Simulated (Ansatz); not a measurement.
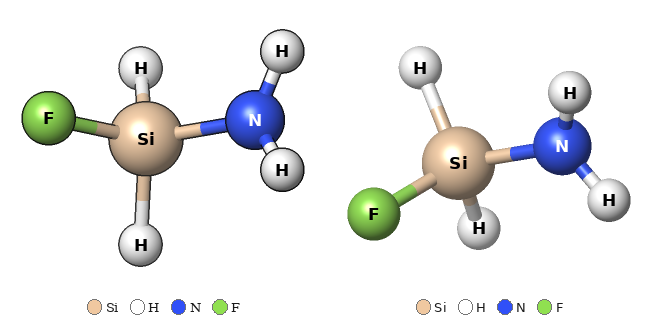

The same structure drawn twice, from different directions.

The geometry was computed by an optimisation with PBE0-D4/def2-TZVP.

**What is the molecular formula?**

FH₄NSi, 7 atoms: 1 fluorine, 4 hydrogen, 1 nitrogen and 1 silicon.

**Count the bonded pairs by element.**

2 Si–H, 2 N–H, 1 F–Si, 1 N–Si. Sticks follow a distance rule.

**Which point group does it belong to?**

Cs.

**How many atoms are distinct by symmetry?**

5: 1 Si, 2 H, 1 N, 1 F, 2 H.

The parts below concern this one geometry. Atoms keep their numbers from picture to picture.

## Electronic properties

Method: RKS PBE0-D4/def2-TZVP (Ansatz 0.2.0).

Computed properties:

- dipole moment: 1.99 D
- harmonic zero-point energy: 121.3 kJ/mol
- dispersion correction: −7.5 kJ/mol

## Charges

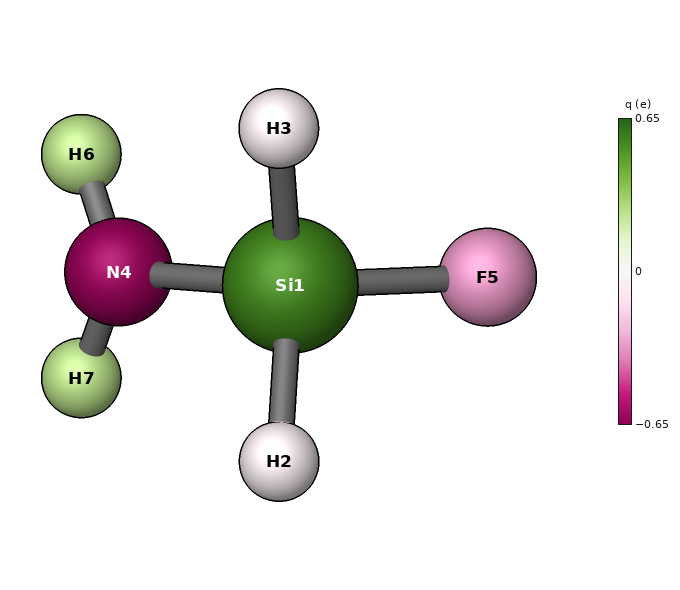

Atoms are coloured by their Mulliken charges. Level of theory: RKS PBE0-D4/def2-TZVP (Ansatz 0.2.0).

List the Mulliken charges.

```csv
atom,value (e)
Si1,0.56
H2,−0.05
H3,−0.05
N4,−0.63
F5,−0.32
H6,0.25
H7,0.25
```

## Thermal motion

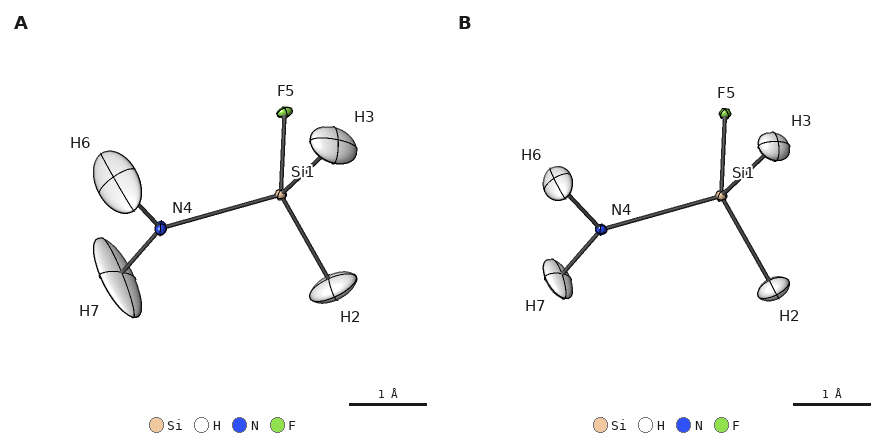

Displacement ellipsoids at the 50 % level, from the internal vibrations of the free molecule (harmonic, no overall translation or rotation; no half-axis is drawn under 0.075 Å). Vibrations computed with RKS PBE0-D4/def2-TZVP (Ansatz 0.2.0). One panel is for 100 K, the other for 900 K.

**Which panel is for 900 K?**

A.

**How much does the mean-square displacement of H7 grow, and why?**

U_eq goes from 0.0237 to 0.0810 Å², a factor of 3.4. Modes below kT (626 cm⁻¹ at 900 K) grow about in proportion to T, and the lowest lies at 266 cm⁻¹; the mean-square amplitude of a mode is its zero-point value times coth(ħω/2kT), which comes close to 1 only above about 3kT.

Mulliken values depend strongly on the basis set and can even reverse the polarity of a bond.
